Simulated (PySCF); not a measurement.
Input file:

```
{"job": {"kind": "epr", "basis": "pcH-1"}, "charge": 0, "multiplicity": 2}
C      1.714458    -0.857671    -0.527720
S      1.119091     0.772913    -0.519119
O      0.417942     1.058230    -1.740292
O      2.140666     1.690596    -0.089245
C     -0.174334     0.714203     0.821828
C     -0.919559    -0.491874     0.380033
N     -2.227229    -0.359158     0.103242
O     -0.318239    -1.546467     0.213755
H      1.628987    -1.433465    -1.422784
H      2.375045    -1.146130     0.261110
H      0.370898     0.556878     1.745831
H     -0.738834     1.638919     0.834963
H     -2.681327     0.536863     0.121698
H     -2.708245    -1.134311    -0.324942
```

Command:

```sh
OMP_NUM_THREADS=1 python probes_run.py task.json out
```

Geometry: GFN2-xTB.

Level of theory: PySCF 2.14.0, density-fitted response routines, UKS B3LYP, pcH-1 on C H N O S, non-relativistic, mean-field spin-orbit, GIAO.

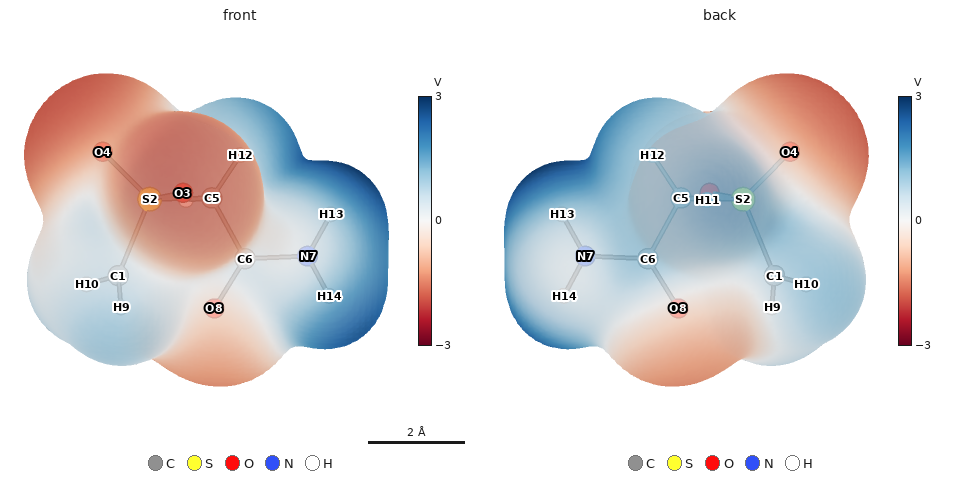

C3H6NO3S (SMILES [CH2]S(=O)(=O)CC(N)=O) (doublet). The molecular electrostatic potential painted on the density surface at 0.002 e/bohr³, seen from the front and from behind; the colour scale runs from red (negative) to blue (positive).

> Describe the electrostatic potential map.

The most negative region (about −1.8 V) lies over O4, the most positive (about +2.8 V) over H13. O4 is the likeliest acceptor of a hydrogen bond.
